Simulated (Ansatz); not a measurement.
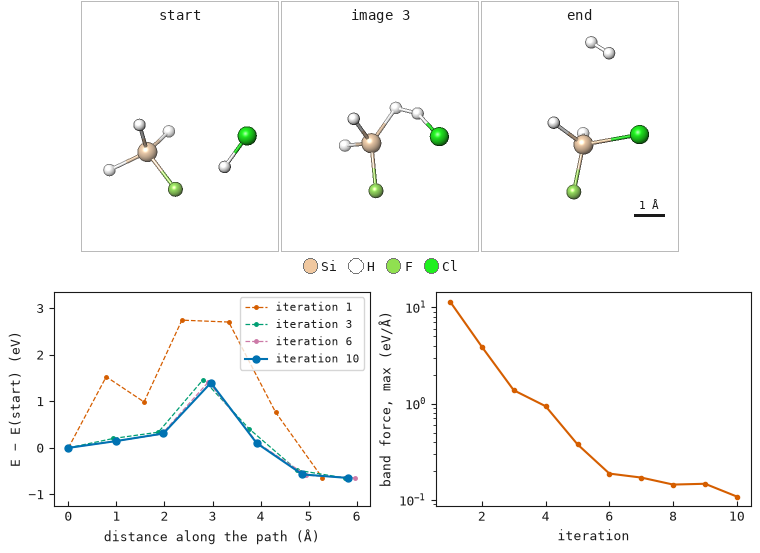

A nudged-elastic-band calculation for SiH4ClF. Images are numbered from 0 (start) to 6 (end). The plot follows the band through its iterations. The picture is a ball-and-stick view, seen at a tilt.

Level of theory: Ansatz, RKS PBE-D4/def2-SVP. Run with 5 movable images; climbing image; force threshold 0.05 eV/Å; iteration limit 10; starting path through a guess of the saddle point.

Q: Did the band converge, and can the barrier be trusted?

A: The result isn't final. The band hadn't converged when the run stopped after 10 iterations. The largest component of the band force went from 11 to 0.11 eV/Å. The barrier read from it is provisional, though the highest image hardly moved in the last two iterations. The iteration limit was low. The first iteration put the highest image at 2.74 eV. The highest point, image 3, lies 1.40 eV above the start and 2.04 eV above the end; the end is at −0.65 eV relative to the start.

The run took 78 s on 1 thread of Arm Neoverse V1 (shared host), peak memory 0.1 GiB.
